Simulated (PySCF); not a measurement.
Excited-state calculation, with input and output: CH9NSi4

System: CH9NSi4.
Method: TDDFT B3LYP/def2-SVPD, vertical, gas phase, core orbitals frozen in the response (PySCF 2.14.0).

The geometry comes from this level: PBE0-D3(BJ)/def2-SVP. It belongs to a series of runs on one base structure; here: H on Si replaced by CN.

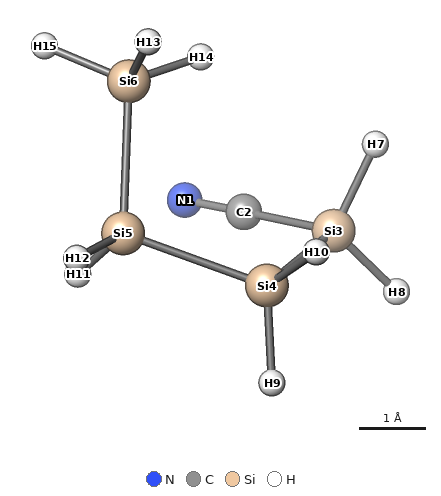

*The structure (ball-and-stick view, seen at a tilt; atoms are numbered from 1 in the order of the input).*

Bond lengths as drawn: C–N 1.16 Å, C–Si 1.86 Å, H–Si 1.49 to 1.50 Å and Si–Si 2.35 Å.

**Summary**

- outcome: converged
- total energy: −1255.878964 hartree
- HOMO: −7.98 eV
- LUMO: −1.13 eV
- dipole moment: 3.32 D
- mean polarisability: 134.07 a.u.
- vertical ionisation energy: 9.81 eV
- lowest singlet excitation: 5.97 eV
- hardware: 1 CPU thread, shared host
- wall time: 3.4 min
- peak memory: 1 GiB

**Input**
```
{"job": {"kind": "uv", "xc": "B3LYP", "basis": "def2-SVPD", "ip": true}, "charge": 0, "multiplicity": 1}
N     -1.957363     1.307138     1.877467
C     -1.967066     1.014331     0.754542
Si    -1.876072     0.482701    -1.029257
Si    -0.428587    -1.373806    -1.078329
Si     0.982528    -1.142687     0.782243
Si     1.977188     0.980636     0.668469
H     -1.328489     1.648007    -1.780806
H     -3.271777     0.196146    -1.466323
H     -1.239695    -2.629721    -1.038955
H      0.338022    -1.330405    -2.362430
H      0.144964    -1.274352     2.012580
H      2.025808    -2.215571     0.781833
H      3.113557     0.929711    -0.302940
H      0.980927     1.977791     0.171016
H      2.487410     1.413007     2.003372
```

The first line tells a small driver script what to run in PySCF; the rest is the geometry in Å.

Launch command:
```bash
OMP_NUM_THREADS=1 python <driver script> task.json out
```

**What the program printed**
```
coarse grid: 14224 points
cycle   1  E = -1255.6818038916  dE = -6.106e-02  |g| = 3.579e-01  |ddm| = 4.388e+00
cycle   2  E = -1255.5442091433  dE =  1.376e-01  |g| = 8.367e-01  |ddm| = 1.360e+00
cycle   3  E = -1255.7159170818  dE = -1.717e-01  |g| = 9.150e-02  |ddm| = 8.693e-01
cycle   4  E = -1255.7178134448  dE = -1.896e-03  |g| = 3.050e-02  |ddm| = 1.492e-01
cycle   5  E = -1255.7181039737  dE = -2.905e-04  |g| = 3.553e-03  |ddm| = 4.736e-02
cycle   6  E = -1255.7181087150  dE = -4.741e-06  |g| = 1.151e-03  |ddm| = 9.665e-03
final grid: 118256 points
cycle   7  E = -1255.8789627075  dE = -1.413e-05  |g| = 1.482e-03  |ddm| = 5.162e-02
cycle   8  E = -1255.8789628004  dE = -9.296e-08  |g| = 1.442e-03  |ddm| = 6.741e-03
cycle   9  E = -1255.8789636728  dE = -8.724e-07  |g| = 2.641e-04  |ddm| = 3.026e-03
cycle  10  E = -1255.8789636790  dE = -6.206e-09  |g| = 2.403e-04  |ddm| = 4.782e-04
cycle  11  E = -1255.8789636916  dE = -1.254e-08  |g| = 4.591e-05  |ddm| = 2.312e-04
cycle  12  E = -1255.8789636922  dE = -6.094e-10  |g| = 5.337e-06  |ddm| = 7.628e-05
```

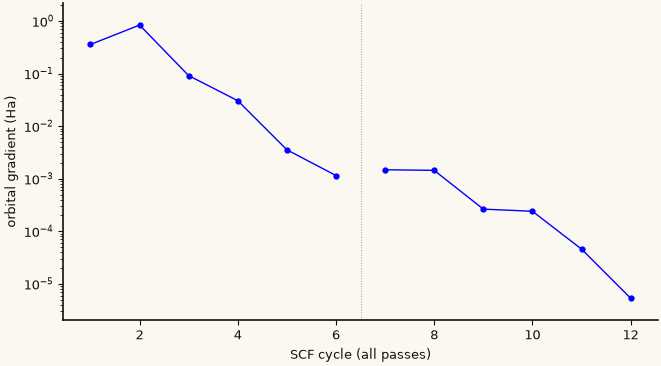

*Convergence of the self-consistent field: orbital gradient against the SCF cycle. The dotted line marks the change from a coarse to the final integration grid.*

The first 6 cycles use a coarse grid, the final grid takes over at cycle 7, and the field converges after 12 cycles in all.

```
converged SCF energy = -1255.8789636922

Static polarisability (au): isotropic 134.073, principal 118.447 134.487 149.285

Singlet excitations
state   eV       nm        f      main configurations
  1   5.9717    207.6   0.00666   H->L 0.88, H-1->L 0.08
  2   6.2110    199.6   0.01117   H->L+1 0.95
  3   6.3233    196.1   0.01675   H-1->L 0.56, H->L+2 0.27, H->L 0.08
  4   6.4033    193.6   0.12110   H->L+2 0.62, H-1->L 0.21
  5   6.4998    190.8   0.00972   H-1->L+1 0.71
  6   6.5620    188.9   0.01182   H->L+4 0.43, H->L+3 0.43
  7   6.7049    184.9   0.05090   H-1->L+2 0.42, H->L+4 0.20, H-1->L+1 0.10
  8   6.7469    183.8   0.17151   H-1->L+2 0.41, H->L+3 0.29, H->L+4 0.19
  9   6.8320    181.5   0.05899   H-1->L+3 0.33, H-2->L 0.20
 10   6.9828    177.6   0.00016   H-1->L+3 0.26, H-3->L+1 0.15, H-4->L+1 0.14

Triplet excitations (Tamm-Dancoff, eV): 5.5253 5.5707 5.7048 5.8315
Vertical ionisation energy (delta-SCF) = 9.8072 eV
```

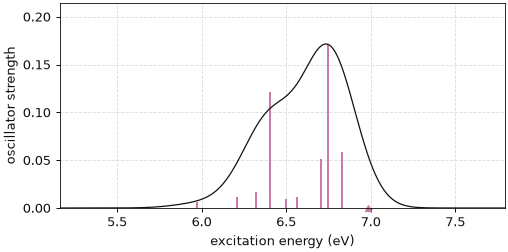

*Computed excitations as sticks (degenerate states added up, dark ones marked on the axis), with a Gaussian envelope of 0.35 eV full width at half maximum, scaled to the tallest.*

Of the 10 states the lowest lies at 5.97 eV (f = 0.007); the strongest line is at 6.75 eV, or 184 nm (f = 0.172).

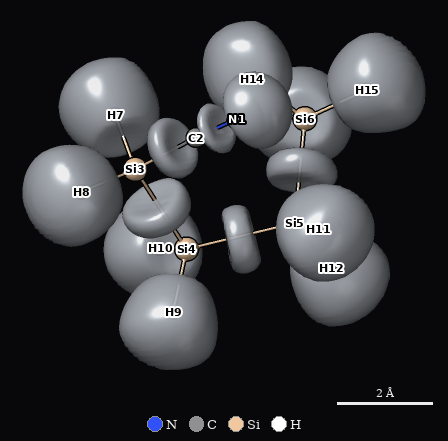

*Isosurface of the electron localisation function at 0.85 (grey), seen at an oblique angle. Core shells and regions of very low density are left out.*

Values along the shortest contacts: C–N (1.16 Å): the ELF peaks at about 0.90 between the atoms; a multiple bond by its length, whose ELF region spreads away from the axis.

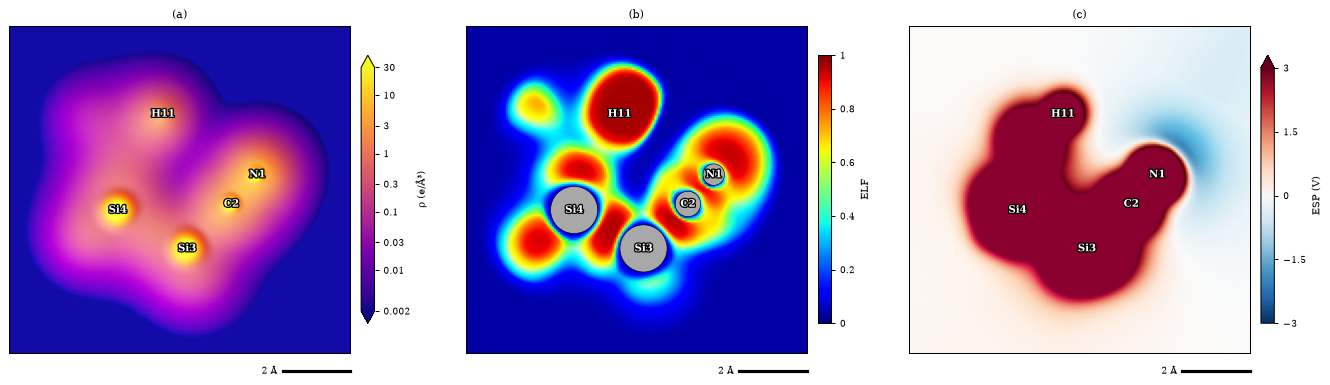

*(a) electron density; (b) ELF; (c) molecular electrostatic potential on the plane of atoms C2, Si3 and Si4. Grey discs, where drawn, cover atomic cores.*

The section cuts through N, C, Si and H sites. C–N (1.16 Å): ρ is about 3.5 e/Å³ halfway; the ELF peaks at about 0.90 between the atoms (a double or triple bond). Si–Si (2.35 Å): ρ at the midpoint is about 0.63 e/Å³; the ELF peaks at about 1 between the atoms (a shared electron pair).
